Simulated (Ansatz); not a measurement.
# AlH2SF (SMILES [F][AlH][SH]): wB97X/STO-3G

What is the electronic atomisation energy of AlH2SF at wB97X/STO-3G? 

The calculation is run with Ansatz 0.2.0.

65 further runs of the same task are left out: 1 that didn't finish, 64 set aside as unsound or not needed.

### 1 The molecule

AlH2SF has 5 atoms, charge 0, and is taken as a singlet. As SMILES, `[F][AlH][SH]`. The coordinates come from a PBE0-D4/def2-TZVP relaxation. This is one conformer, not always the lowest.

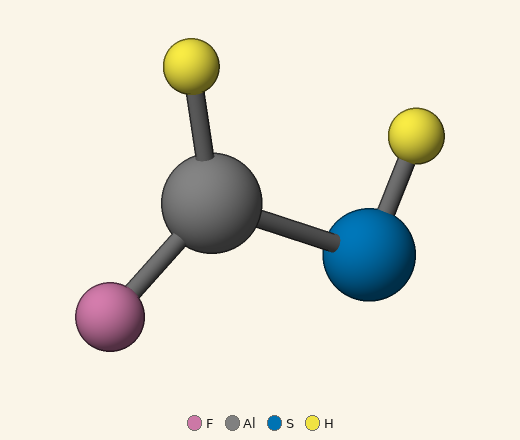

The structure, seen from a chosen angle (fluorine pink, aluminium grey, sulfur blue, hydrogen yellow).

### 2 A single-point energy at wB97X/STO-3G

File molecule.yaml:

```yaml
crystal:
  periodic: [false, false, false]
  atoms:
    - {symbol: F, position_ang: [-1.203500, -1.535800, 0.877500]}
    - {symbol: Al, position_ang: [-0.513900, -0.309100, 0.024800]}
    - {symbol: S, position_ang: [1.536100, 0.182600, 0.533500]}
    - {symbol: H, position_ang: [-1.341100, 0.430400, -1.085200]}
    - {symbol: H, position_ang: [1.572300, 1.158200, -0.392100]}
basis:
  gaussian:
    orbitals: STO-3G
hamiltonian:
  xc: {name: wB97X}
accuracy: high
```

Launch:

```console
$ ansatz run molecule.yaml --threads 1 --pin off --max-ram 2610MiB --events-out events.jsonl --progress --plain --runs-dir runs
```

What it wrote:

```text
Warning: RAYON_NUM_THREADS=1 ignored (pool sized by the plan → 1); use --threads N
Functional definition: wB97X
  name "wB97X"
  parameter omega = 0.3/bohr
  parameter cx = 0.157706
  parameter cx1 = 0.726479
  parameter cx2 = 1.04760
  parameter cx3 = -5.70635
  parameter cx4 = 13.2794
  parameter css1 = -4.33879
  parameter css2 = 18.2308
  parameter css3 = -31.7430
  parameter css4 = 17.2901
  parameter cos1 = 2.37031
  parameter cos2 = -11.3995
  parameter cos3 = 6.58405
  parameter cos4 = -3.78132
  exchange = spin_sum(e_x_unif_sr(omega)*poly(b97_u_x, 1 - cx, cx1, cx2, cx3, cx4)) + cx*exact_x_sr(omega)
      + exact_x_lr(omega)
  correlation = spin_sum(e_c_pw_same_spin*poly(b97_u_same, 1, css1, css2, css3, css4))
      + integral(e_c_pw_opposite_spin*poly(b97_u_opposite, 1, cos1, cos2, cos3, cos4))
454 factors; integrals over basis functions are off by at most 2.9e-8 eV
163 factors; integrals over basis functions are off by at most 1.0e-9 eV
mean field evaluation 1: about -19940.8891 eV, gradient 2.5e1 eV
mean field evaluation 2: about -19942.7089 eV, gradient 1.9e1 eV
mean field evaluation 4: about -19943.7537 eV, gradient 4.1e-1 eV
mean field evaluation 8: about -19943.7237 eV, gradient 3.5e-3 eV
mean field evaluation 16: about -19943.7237 eV, gradient 1.9e-7 eV
mean field -19943.72372067 eV, -732.9183283932 hartree, gradient 1.2e-8 eV, S^2 0.000000; 0 other end points of the search recorded, 0 dependent functions left out
reference -19943.72371911 eV, -732.9183283359 hartree; 20, 20 occupied and 5, 5 virtual orbitals, 454 factors
Total energy: -19943.72371911 eV, -732.9183283359 hartree
```

Wall time 2.1 s (1 thread of AMD EPYC 9R45 (Zen 5), shared host); peak memory 0.3 GiB.

### 3 The Al atom at the same level

File input.yaml:

```yaml
basis:
  gaussian:
    orbitals: STO-3G
crystal:
  periodic: [false, false, false]
  atoms:
    - symbol: Al
      position_ang: [0.000000, 0.000000, 0.000000]
magnetization:
  spin_polarized: true
  initial_magnetization: 1
hamiltonian:
  xc: {name: wB97X}
accuracy: high
```

Run the same way, it converges to -239.31015 Eh (log not shown).

### 4 The F atom, same level

File in.yaml:

```yaml
crystal:
  periodic: [false, false, false]
  atoms:
    - {symbol: F, position_ang: [0.000000, 0.000000, 0.000000]}
basis:
  gaussian: {orbitals: STO-3G}
magnetization: {spin_polarized: true, initial_magnetization: 1}
hamiltonian: {xc: {name: wB97X}}
accuracy: high
```

Launch:

```console
$ ansatz run in.yaml --threads 1 --pin off --max-ram 2610MiB --events-out events.jsonl --progress --plain --runs-dir runs
```

What it wrote, shortened:

```text
Warning: RAYON_NUM_THREADS=1 ignored (pool sized by the plan → 1); use --threads N
[... 2 set-up lines as earlier in the session ...]
[...]
      + exact_x_lr(omega)
[...]
      + integral(e_c_pw_opposite_spin*poly(b97_u_opposite, 1, cos1, cos2, cos3, cos4))
15 factors; integrals over basis functions are off by at most 1.2e-9 eV
14 factors; integrals over basis functions are off by at most 9.1e-10 eV
[...]
mean field -2674.13901820 eV, -98.2727963222 hartree, gradient 0.0e0 eV, S^2 0.750000; 0 other end points of the search recorded, 0 dependent functions left out
reference -2674.13901798 eV, -98.2727963143 hartree; 5, 4 occupied and 0, 1 virtual orbitals, 15 factors
Total energy: -2674.13901798 eV, -98.2727963143 hartree
```

It took 0.3 s on 1 thread of AMD EPYC 9R45 (Zen 5), shared host.

### 5 The H atom at the same level

in.yaml, as its differences from that of step 4:

```diff
@@ -3,3 +3,3 @@
   atoms:
-    - {symbol: F, position_ang: [0.000000, 0.000000, 0.000000]}
+    - {symbol: H, position_ang: [0.000000, 0.000000, 0.000000]}
 basis:
```

Run the same way, it converges to -0.46692 Eh (log not shown).

### 6 The S atom

File input.yaml:

```yaml
crystal:
  periodic: [false, false, false]
  atoms:
    - symbol: S
      position_ang: [0.000000, 0.000000, 0.000000]
basis:
  gaussian:
    orbitals: STO-3G
total_charge: 0
magnetization:
  spin_polarized: true
  initial_magnetization: 2
hamiltonian:
  xc: {name: wB97X}
accuracy: high
```

Launch:

```console
$ ansatz run input.yaml --threads 1 --pin off --max-ram 2610MiB --events-out events.jsonl --progress --plain --runs-dir runs
```

What it wrote, shortened:

```text
Warning: RAYON_NUM_THREADS=1 ignored (pool sized by the plan → 1); use --threads N
[... 2 set-up lines as earlier in the session ...]
[...]
      + exact_x_lr(omega)
[...]
      + integral(e_c_pw_opposite_spin*poly(b97_u_opposite, 1, cos1, cos2, cos3, cos4))
42 factors; integrals over basis functions are off by at most 2.2e-9 eV
23 factors; integrals over basis functions are off by at most 1.2e-9 eV
[...]
mean field -10712.51231944 eV, -393.6775665377 hartree, gradient 7.4e-8 eV, S^2 2.000000; 0 other end points of the search recorded, 0 dependent functions left out
reference -10712.51231891 eV, -393.6775665181 hartree; 9, 7 occupied and 0, 2 virtual orbitals, 42 factors
Total energy: -10712.51231891 eV, -393.6775665181 hartree
```

Run time: 0.6 s. Hardware: 1 thread of AMD EPYC 9R45 (Zen 5), shared host; peak memory 0.2 GiB.

### 7 Results

Level: wB97X/STO-3G.

```
                     quantity          value
       molecule: total energy  -732.91833 Eh
        Al atom: total energy  -239.31015 Eh
                Al atom: ⟨S²⟩          0.750
         F atom: total energy   -98.27280 Eh
                 F atom: ⟨S²⟩          0.750
         H atom: total energy    -0.46692 Eh
                 H atom: ⟨S²⟩          0.750
         S atom: total energy  -393.67757 Eh
                 S atom: ⟨S²⟩          2.000
electronic atomisation energy      19.700 eV
```

In words: Taking the molecule apart into free atoms costs 19.70 eV (454 kcal/mol), before zero-point energy and without spin-orbit coupling. In a minimal basis such a difference can be off by several eV, whatever the method.
